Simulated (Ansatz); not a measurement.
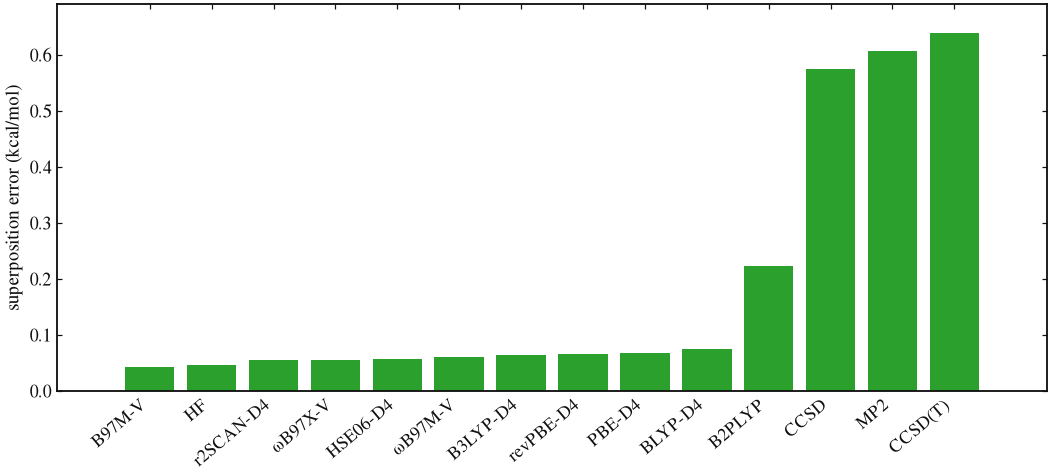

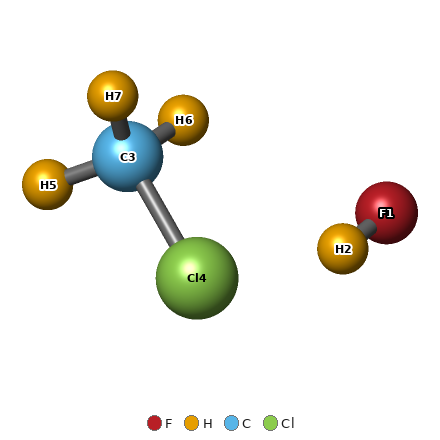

Basis-set superposition error of the pair FH and CH₃Cl (SMILES F.CCl) at one optimised PBE0-D4 geometry, drawn, with the closest contact H2···Cl4 2.17 Å (H···H pairs aside; other arrangements can bind more strongly; the cost of deforming the partners isn't counted), def2-TZVPPD, the Ansatz code; cores frozen in correlated methods.

Question: What range do the values span?

Answer: From 0.04 kcal/mol (B97M-V) to 0.64 kcal/mol (CCSD(T)).

Question: Give the values.

Answer:
```tsv
level	kcal/mol
B97M-V	0.04
HF	0.05
r2SCAN-D4	0.05
ωB97X-V	0.06
HSE06-D4	0.06
ωB97M-V	0.06
B3LYP-D4	0.06
revPBE-D4	0.06
PBE-D4	0.07
BLYP-D4	0.07
B2PLYP	0.22
CCSD	0.57
MP2	0.61
CCSD(T)	0.64
```
